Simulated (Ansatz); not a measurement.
# CHAlClN: a ladder of functionals and wavefunction methods

Aim: compute CHAlClN with functionals from several rungs and with coupled cluster, and see how far each lands from CCSD(T) at the basis-set limit for the atomisation energy.

Method: functionals in def2-TZVPP, the program's frozen cores in correlated methods; program: Ansatz 0.2.0, Gaussian basis.

Levels to be run: LDA (SPW92), PBE-D4, revPBE-D4, BLYP-D4, r2SCAN-D4, B97M-V, PBE0-D4, B3LYP-D4, r2SCANh-D4, r2SCAN0-D4, HSE06-D4, BHLYP-D4, CAM-B3LYP-D4, LC-ωPBE, ωB97X-V, ωB97M-V, B2PLYP, PBE-QIDH; CCSD(T)/def2-SVP; CCSD(T)/def2-TZVPP; CCSD(T)/def2-QZVPP; extrapolation to the limit; RPA on PBE.

### 1 Structure used throughout

An earlier PBE0-D4 in a triple-zeta def2 set relaxation fixed the geometry.

SMILES `N#[C][AlH][Cl]`, 5 atoms, charge 0, spin multiplicity 1.

Atoms are counted from 1 here; the program's logs count them from 0.

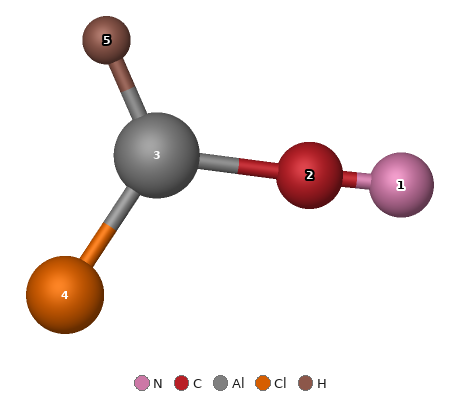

The structure; nitrogen pink, carbon red, aluminium grey, chlorine orange, hydrogen brown; atoms are numbered from 1 in the order of the file.

As a file:

```xyz
5
CHAlClN
N     1.45831   -1.45934    1.29476
C     0.79019   -0.74862    0.67895
Al   -0.29153    0.47432   -0.34255
Cl   -2.06916   -0.29022   -1.09281
H     0.16209    1.95026   -0.57975
```

### 2 LDA

This LDA is Slater exchange with PW92 correlation.

The input, in.yaml:

```yaml
crystal:
  periodic: [false, false, false]
  atoms:
    - {symbol: N, position_ang: [1.458314, -1.459341, 1.294764]}
    - {symbol: C, position_ang: [0.790187, -0.748623, 0.678947]}
    - {symbol: Al, position_ang: [-0.291530, 0.474322, -0.342548]}
    - {symbol: Cl, position_ang: [-2.069164, -0.290215, -1.092813]}
    - {symbol: H, position_ang: [0.162092, 1.950257, -0.579748]}
basis:
  gaussian: {orbitals: def2-TZVPP}
hamiltonian: {xc: lda}
output: {orbitals: {seedname: orbitals}}
```

On the command line:

```
ansatz run in.yaml --threads 2 --pin off --events-out ev --progress --plain --max-ram 22528MiB --backend cpu
```

Further steps of the session: PBE-D4 (GGA); revPBE-D4 (GGA); BLYP-D4 (GGA); r2SCAN-D4 (meta-GGA); B97M-V (meta-GGA); PBE0-D4 (hybrid); B3LYP-D4 (hybrid); r2SCANh-D4 (hybrid); r2SCAN0-D4 (hybrid); HSE06-D4 (hybrid); BHLYP-D4 (hybrid); CAM-B3LYP-D4 (range-separated); LC-ωPBE (range-separated); ωB97X-V (range-separated); ωB97M-V (range-separated); B2PLYP (double hybrid); PBE-QIDH (double hybrid); CCSD(T) in def2-SVP; CCSD(T) in def2-TZVPP; CCSD(T) in def2-QZVPP; RPA on PBE orbitals.

Before running them: what should the planned runs give, taken together? Wanted: atomisation energy, CCSD(T)/CBS; farthest beyond LDA; mean size of error, GGA; mean size of error, meta-GGA; mean size of error, hybrid; mean size of error, range-separated; mean size of error, double hybrid; gap, smallest and largest; T1 diagnostic.

As calculated:

| quantity | value |
| --- | --- |
| atomisation energy, CCSD(T)/CBS | 462.8 kcal/mol |
| functionals within 2.3 kcal/mol (0.5 %) | revPBE-D4, BLYP-D4, r2SCAN-D4, ωB97X-V, ωB97M-V |
| farthest beyond LDA | BHLYP-D4 (-23.4 kcal/mol) |
| mean size of error, GGA | 5.0 kcal/mol |
| mean size of error, meta-GGA | 3.0 kcal/mol |
| mean size of error, hybrid | 9.3 kcal/mol |
| mean size of error, range-separated | 2.3 kcal/mol |
| mean size of error, double hybrid | 4.8 kcal/mol |
| gap, smallest and largest | 4.78 eV (LDA (SPW92)), 12.09 eV (LC-ωPBE) |
| T1 diagnostic | 0.0120 |
| triples share of the correlation energy | 4.6 % |

**Reading.** The LDA atomisation energy is off by 61.5 kcal/mol (13 %): it overbinds. PBE-D4 misses by +11.7 kcal/mol. Double hybrids carry the basis error of their MP2 part in triple zeta, and no dispersion term here, so their miss is partly the set-up's. By mean error the best rung here is range-separated (2.3 kcal/mol) and the worst beyond LDA is hybrid (9.3 kcal/mol). The gap between the best rungs is small, so their order is not settled. The mean of the hybrids holds BHLYP, with half exact exchange. The reference freezes the cores and leaves out relativity and excitations past (T), so misses under about 2.3 kcal/mol can't be ranked. Hartree-Fock recovers 69 % of the binding; the rest is correlation. CCSD(T) in def2-SVP is off by -29.4 kcal/mol, worse than the median functional, from the basis alone. Orbital gaps span 4.8 to 12.1 eV; exact exchange widens them.
